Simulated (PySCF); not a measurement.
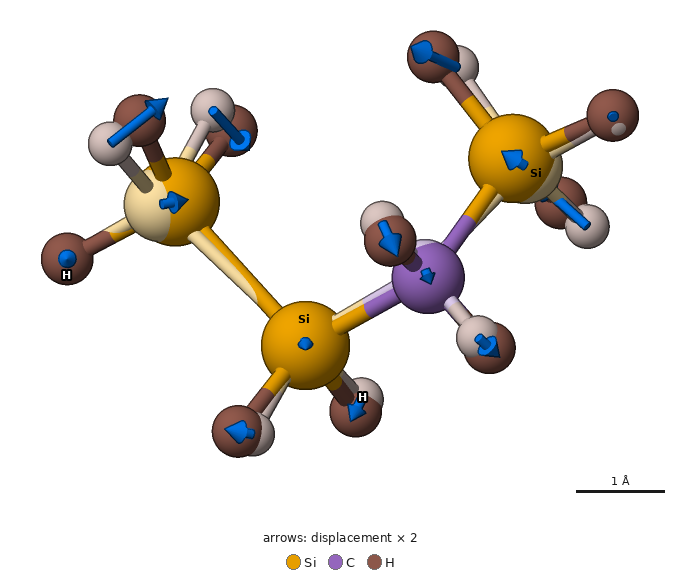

A relaxation of CH10Si3. The starting structure is drawn faded, the final one solid; blue arrows show the displacements, 2 times their true length. The two geometries are superimposed by the best rigid fit.

Style: ball-and-stick. Shown at a tilt.

The start comes from GFN2-xTB. Its atoms were then displaced at random by about 0.01 Å.

These are results of PBE0-D3(BJ)/def2-SVP geometry optimisation, gas phase (PySCF), not measurements. 

> Atoms of which element are displaced furthest, and by how much?

Hydrogen: up to 0.46 Å, against 0.18 Å for silicon.

> What did the optimiser do to the structure, and how much energy did it gain?

An H atom moves most after the best rigid fit: 0.46 Å. Largest moves by element: H 0.46 Å, Si 0.18 Å, C 0.10 Å. Near-neighbour distances that change, for instance: H–Si 1.441 → 1.496 Å, H–Si 1.461 → 1.498 Å, C–H 1.071 → 1.104 Å, C–Si 1.891 → 1.882 Å. Among the angles between lasting bonds that change: Si–Si–H 112.1° → 108.5°, H–Si–H 104.8° → 108.4°, C–Si–H 108.4° → 111.2°. Over 11 geometry steps the energy falls by 15.6 kJ/mol. Cost: 62 s on 1 thread of Arm Neoverse V1, on a shared host.
